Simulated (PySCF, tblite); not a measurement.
# 3-(trifluoromethyl)pyridine: a rotation path, then NMR shifts on frames, part 2 of 2

tblite 0.8.0 and PySCF 2.14.0. Atoms count from 0.

## (5) Nuclear shieldings: image 3, PBE0/pcSseg-1

Job settings and geometry (Å):

```
{"job": {"kind": "nmr", "xc": "PBE0", "basis": "pcSseg-1", "pop": false}, "charge": 0, "multiplicity": 1}
F      2.673800    -0.434400     0.945300
C      2.034700     0.125200    -0.095300
F      2.408300     1.412700    -0.123300
F      2.549500    -0.445200    -1.199200
C      0.545300    -0.045700    -0.014100
C     -0.303700     1.046900    -0.134800
C     -1.668000     0.828300    -0.048800
C     -2.114600    -0.470000     0.154800
N     -1.306000    -1.510100     0.264400
C     -0.006200    -1.310500     0.180000
H      0.100500     2.033900    -0.302900
H     -2.362800     1.647400    -0.140000
H     -3.171400    -0.690400     0.223300
H      0.620100    -2.188500     0.268500
```

With the program's defaults for keys left out, this is: GIAO PBE0/pcSseg-1 NMR shielding, non-relativistic, gas phase.

What it wrote:

```text
coarse grid: 13320 points
cycle   1  E = -584.4461025415  dE =  1.943e+00  |g| = 8.988e-01  |ddm| = 3.724e+00
cycle   2  E = -584.2905783307  dE =  1.555e-01  |g| = 1.366e+00  |ddm| = 1.504e+00
cycle   3  E = -584.5843575101  dE = -2.938e-01  |g| = 1.086e-01  |ddm| = 9.647e-01
cycle   4  E = -584.5858627766  dE = -1.505e-03  |g| = 7.558e-02  |ddm| = 1.667e-01
cycle   5  E = -584.5873138430  dE = -1.451e-03  |g| = 1.369e-02  |ddm| = 9.081e-02
cycle   6  E = -584.5873533413  dE = -3.950e-05  |g| = 4.606e-03  |ddm| = 1.856e-02
cycle   7  E = -584.5873576454  dE = -4.304e-06  |g| = 1.286e-03  |ddm| = 4.524e-03
final grid: 134544 points
cycle   8  E = -584.6628310867  dE = -4.940e-05  |g| = 7.389e-03  |ddm| = 4.391e-02
cycle   9  E = -584.6628221275  dE =  8.959e-06  |g| = 1.019e-02  |ddm| = 1.729e-02
cycle  10  E = -584.6628431372  dE = -2.101e-05  |g| = 1.488e-03  |ddm| = 9.675e-03
cycle  11  E = -584.6628436482  dE = -5.110e-07  |g| = 4.679e-04  |ddm| = 1.769e-03
cycle  12  E = -584.6628436975  dE = -4.930e-08  |g| = 1.498e-04  |ddm| = 5.574e-04
cycle  13  E = -584.6628437012  dE = -3.685e-09  |g| = 4.167e-05  |ddm| = 1.460e-04
cycle  14  E = -584.6628437015  dE = -3.586e-10  |g| = 1.574e-05  |ddm| = 5.536e-05
converged SCF energy = -584.6628437015

GIAO shielding tensors (ppm)
atom      isotropic    diamagn.    paramagn.     s11        s22        s33       span
  0 F      242.429     472.974    -230.545    165.406    227.951    333.932    168.526
  1 C       53.546     239.490    -185.945     48.225     51.045     61.366     13.141
  2 F      266.447     473.782    -207.336    187.063    265.942    346.335    159.271
  3 F      235.080     472.979    -237.900    152.765    226.291    326.183    173.418
  4 C       54.128     268.100    -213.972    -44.320     44.986    161.718    206.038
  5 C       47.557     249.626    -202.070    -62.314     19.959    185.025    247.338
  6 C       58.981     257.882    -198.901    -53.092     50.335    179.700    232.791
  7 C       28.444     250.971    -222.526    -82.100     18.970    148.463    230.563
  8 N      -94.811     329.696    -424.507   -424.967   -173.233    313.766    738.733
  9 C       32.136     246.619    -214.483    -72.707     19.286    149.829    222.536
 10 H       23.425      32.016      -8.591     19.180     21.942     29.152      9.972
 11 H       24.118      30.719      -6.601     21.200     23.471     27.684      6.484
 12 H       22.526      28.708      -6.181     18.600     22.505     26.473      7.873
 13 H       22.363      29.718      -7.355     17.837     20.668     28.583     10.745
```

Wall time 23 s (1 thread of Intel Xeon Platinum 8488C, shared host); peak memory 0.9 GiB.

Key values: δ C7 158.5, C9 154.8, C5 139.4, C1 133.4, H13 9.35, H12 9.19 ppm.

## (6) NMR shieldings: image 5, PBE0/pcSseg-1

Job settings and geometry (Å):

```
{"job": {"kind": "nmr", "xc": "PBE0", "basis": "pcSseg-1", "pop": false}, "charge": 0, "multiplicity": 1}
F      2.714800    -0.803900     0.590000
C      2.033600     0.124100    -0.094500
F      2.431800     1.318500     0.374300
F      2.474600     0.053700    -1.365000
C      0.546400    -0.056200    -0.003600
C     -0.301200     1.019500    -0.244300
C     -1.665800     0.810500    -0.143800
C     -2.113900    -0.460500     0.191100
N     -1.307200    -1.483700     0.410700
C     -0.006500    -1.293600     0.313300
H      0.105600     1.984900    -0.507200
H     -2.361700     1.614800    -0.319600
H     -3.171000    -0.672600     0.278400
H      0.619900    -2.156000     0.497900
```

Level: GIAO PBE0/pcSseg-1 NMR shielding, non-relativistic, gas phase.

What it wrote:

```text
coarse grid: 13320 points
cycle   1  E = -584.4465541053  dE =  1.942e+00  |g| = 8.987e-01  |ddm| = 3.717e+00
cycle   2  E = -584.2916319394  dE =  1.549e-01  |g| = 1.365e+00  |ddm| = 1.511e+00
cycle   3  E = -584.5847397823  dE = -2.931e-01  |g| = 1.081e-01  |ddm| = 9.670e-01
cycle   4  E = -584.5862193363  dE = -1.480e-03  |g| = 7.556e-02  |ddm| = 1.665e-01
cycle   5  E = -584.5876712582  dE = -1.452e-03  |g| = 1.379e-02  |ddm| = 9.143e-02
cycle   6  E = -584.5877113922  dE = -4.013e-05  |g| = 4.665e-03  |ddm| = 1.865e-02
cycle   7  E = -584.5877157972  dE = -4.405e-06  |g| = 1.312e-03  |ddm| = 4.576e-03
final grid: 134544 points
cycle   8  E = -584.6628479256  dE = -4.867e-05  |g| = 7.284e-03  |ddm| = 4.036e-02
cycle   9  E = -584.6628396252  dE =  8.300e-06  |g| = 9.956e-03  |ddm| = 1.715e-02
cycle  10  E = -584.6628597253  dE = -2.010e-05  |g| = 1.499e-03  |ddm| = 9.523e-03
cycle  11  E = -584.6628602400  dE = -5.147e-07  |g| = 4.614e-04  |ddm| = 1.766e-03
cycle  12  E = -584.6628602883  dE = -4.821e-08  |g| = 1.489e-04  |ddm| = 5.543e-04
cycle  13  E = -584.6628602919  dE = -3.659e-09  |g| = 4.193e-05  |ddm| = 1.457e-04
cycle  14  E = -584.6628602923  dE = -3.706e-10  |g| = 1.627e-05  |ddm| = 5.676e-05
converged SCF energy = -584.6628602923

GIAO shielding tensors (ppm)
atom      isotropic    diamagn.    paramagn.     s11        s22        s33       span
  0 F      263.070     472.667    -209.597    184.783    257.873    346.553    161.769
  1 C       53.483     239.637    -186.154     48.078     51.001     61.371     13.293
  2 F      250.154     474.075    -223.921    175.862    233.946    340.654    164.792
  3 F      231.001     473.170    -242.169    145.356    225.811    321.834    176.478
  4 C       54.280     267.937    -213.657    -44.378     44.922    162.297    206.675
  5 C       46.268     249.671    -203.403    -64.343     18.548    184.598    248.941
  6 C       58.640     257.888    -199.247    -54.594     50.205    180.310    234.904
  7 C       28.011     250.990    -222.979    -82.814     18.432    148.415    231.229
  8 N      -94.190     329.666    -423.856   -425.366   -171.300    314.096    739.463
  9 C       33.656     246.529    -212.873    -69.879     20.558    150.289    220.168
 10 H       23.448      31.591      -8.143     19.514     21.787     29.045      9.531
 11 H       24.098      30.678      -6.580     21.246     23.345     27.704      6.457
 12 H       22.516      28.706      -6.190     18.597     22.506     26.445      7.848
 13 H       22.367      30.166      -7.799     17.555     20.940     28.608     11.053
```

It took 23 s on 1 thread of Intel Xeon Platinum 8488C, shared host; peak memory 0.9 GiB.

Key values: δ C7 158.9, C9 153.3, C5 140.7, C1 133.4, H13 9.35, H12 9.20 ppm.

## (7) Shielding tensors: image 8, PBE0/pcSseg-1

Job settings and geometry (Å):

```
{"job": {"kind": "nmr", "xc": "PBE0", "basis": "pcSseg-1", "pop": false}, "charge": 0, "multiplicity": 1}
F      2.697800    -1.043600    -0.148900
C      2.034400     0.119200    -0.105800
F      2.525600     0.798900     0.948900
F      2.399200     0.811700    -1.197100
C      0.547000    -0.059000    -0.009800
C     -0.305400     0.964300    -0.409000
C     -1.669300     0.766000    -0.280600
C     -2.112800    -0.441000     0.243000
N     -1.301300    -1.410100     0.627600
C     -0.001500    -1.228800     0.508000
H      0.094600     1.883100    -0.811500
H     -2.369300     1.529600    -0.579200
H     -3.168200    -0.644500     0.362000
H      0.628400    -2.046600     0.830400
```

Method: GIAO PBE0/pcSseg-1 NMR shielding, non-relativistic, gas phase.

What it wrote:

```text
coarse grid: 13320 points
cycle   1  E = -584.4454004882  dE =  1.943e+00  |g| = 8.983e-01  |ddm| = 3.717e+00
cycle   2  E = -584.2904732174  dE =  1.549e-01  |g| = 1.365e+00  |ddm| = 1.512e+00
cycle   3  E = -584.5835025797  dE = -2.930e-01  |g| = 1.082e-01  |ddm| = 9.688e-01
cycle   4  E = -584.5849880740  dE = -1.485e-03  |g| = 7.560e-02  |ddm| = 1.667e-01
cycle   5  E = -584.5864410998  dE = -1.453e-03  |g| = 1.382e-02  |ddm| = 9.152e-02
cycle   6  E = -584.5864813591  dE = -4.026e-05  |g| = 4.663e-03  |ddm| = 1.867e-02
cycle   7  E = -584.5864857559  dE = -4.397e-06  |g| = 1.312e-03  |ddm| = 4.574e-03
final grid: 134544 points
cycle   8  E = -584.6628967021  dE = -4.837e-05  |g| = 7.682e-03  |ddm| = 3.693e-02
cycle   9  E = -584.6628871171  dE =  9.585e-06  |g| = 1.066e-02  |ddm| = 1.769e-02
cycle  10  E = -584.6629094295  dE = -2.231e-05  |g| = 1.457e-03  |ddm| = 9.781e-03
cycle  11  E = -584.6629099189  dE = -4.894e-07  |g| = 4.722e-04  |ddm| = 1.750e-03
cycle  12  E = -584.6629099702  dE = -5.127e-08  |g| = 1.458e-04  |ddm| = 5.589e-04
cycle  13  E = -584.6629099738  dE = -3.654e-09  |g| = 4.093e-05  |ddm| = 1.482e-04
cycle  14  E = -584.6629099742  dE = -3.483e-10  |g| = 1.612e-05  |ddm| = 5.609e-05
converged SCF energy = -584.6629099742

GIAO shielding tensors (ppm)
atom      isotropic    diamagn.    paramagn.     s11        s22        s33       span
  0 F      263.531     472.660    -209.129    184.946    258.717    346.930    161.984
  1 C       53.435     239.726    -186.291     47.959     51.083     61.262     13.303
  2 F      229.279     473.308    -244.029    143.458    223.614    320.764    177.306
  3 F      252.153     473.999    -221.846    177.193    237.527    341.739    164.546
  4 C       54.335     267.863    -213.528    -44.379     44.967    162.417    206.796
  5 C       46.435     249.653    -203.219    -64.031     18.637    184.698    248.729
  6 C       58.661     257.859    -199.197    -54.526     50.233    180.277    234.802
  7 C       28.025     251.002    -222.977    -82.816     18.437    148.454    231.269
  8 N      -94.189     329.690    -423.880   -425.062   -171.618    314.112    739.174
  9 C       33.719     246.546    -212.827    -69.762     20.559    150.361    220.123
 10 H       23.455      31.598      -8.143     19.486     21.831     29.048      9.563
 11 H       24.100      30.673      -6.573     21.239     23.364     27.697      6.458
 12 H       22.520      28.725      -6.205     18.599     22.524     26.437      7.839
 13 H       22.379      30.163      -7.784     17.552     20.960     28.625     11.073
```

Run time: 24 s. Hardware: 1 thread of Intel Xeon Platinum 8488C, shared host; peak memory 0.9 GiB.

This run: δ C7 158.9, C9 153.2, C5 140.5, C1 133.5, H13 9.34, H12 9.20 ppm.

## (8) Side by side: NMR shifts

Shifts (ppm) of some atoms, chosen among heavy atoms and hydrogens apart, with basis size and wall time:

| frame | C9 | C5 | H13 | H10 | F0 | F2 | F3 | functions | time |
| --- | --- | --- | --- | --- | --- | --- | --- | --- | --- |
| image 0 | 153.1 | 140.6 | 9.33 | 8.27 | -58.5 | -80.7 | -93.0 | 190 | 23 s |
| image 1 | 154.3 | 139.8 | 9.35 | 8.28 | -59.5 | -90.1 | -82.3 | 190 | 23 s |
| image 3 | 154.8 | 139.4 | 9.35 | 8.29 | -71.5 | -95.5 | -64.1 | 190 | 23 s |
| image 5 | 153.3 | 140.7 | 9.35 | 8.27 | -92.1 | -79.2 | -60.1 | 190 | 23 s |
| image 8 | 153.2 | 140.5 | 9.34 | 8.26 | -92.6 | -58.3 | -81.2 | 190 | 24 s |

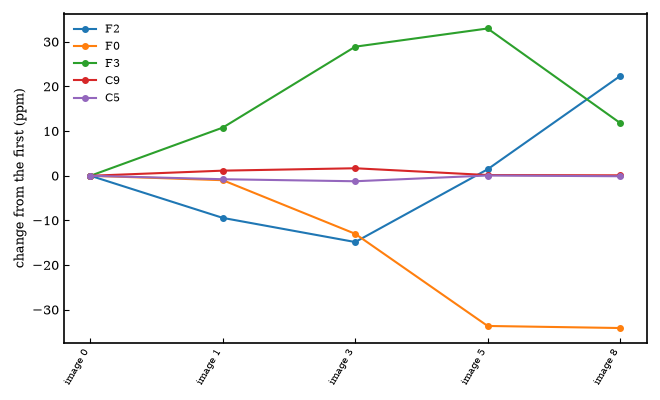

How five of the tabulated atoms move from run to run.

## (9) Results

What follows sums up all 2 parts.

```
                                         quantity                                         value
                                          barrier            0.003 eV (0.1 kcal/mol) at image 3
                            end to end (GFN2-xTB)                                      0.000 eV
  ¹³C shifts against TMS (PBE0/pcSseg-1, image 0)  158.9, 153.1, 140.6, 133.5, 132.6, 128.3 ppm
   ¹H shifts against TMS (PBE0/pcSseg-1, image 0)                    9.33, 9.20, 8.27, 7.61 ppm
¹⁹F shifts against CFCl3 (PBE0/pcSseg-1, image 0)                       -58.5, -80.7, -93.0 ppm
  ¹⁵N shifts against NH3 (PBE0/pcSseg-1, image 0)                                     361.8 ppm
                         range of the shift of F2                            -95.5 to -58.3 ppm
```

What this shows: Along the band the dihedral turns by 121°, and the top (dihedral -112°) lies 0.1 kcal/mol above the start (GFN2-xTB, rough), so at room temperature this motion is fast. The top was not checked by a frequency run. Shifts at one fixed geometry are not the observed spectrum, which averages over the motion. In the first frame run (image 0): The largest span, 739 ppm, is at N8, where the paramagnetic term is -424 ppm. NICS(1)zz of -29 ppm above the planar ring from C4 marks a diatropic (aromatic) ring current. Across the 5 runs the shift of F2 moves most, between -95.5 (image 3) and -58.3 ppm (image 8).
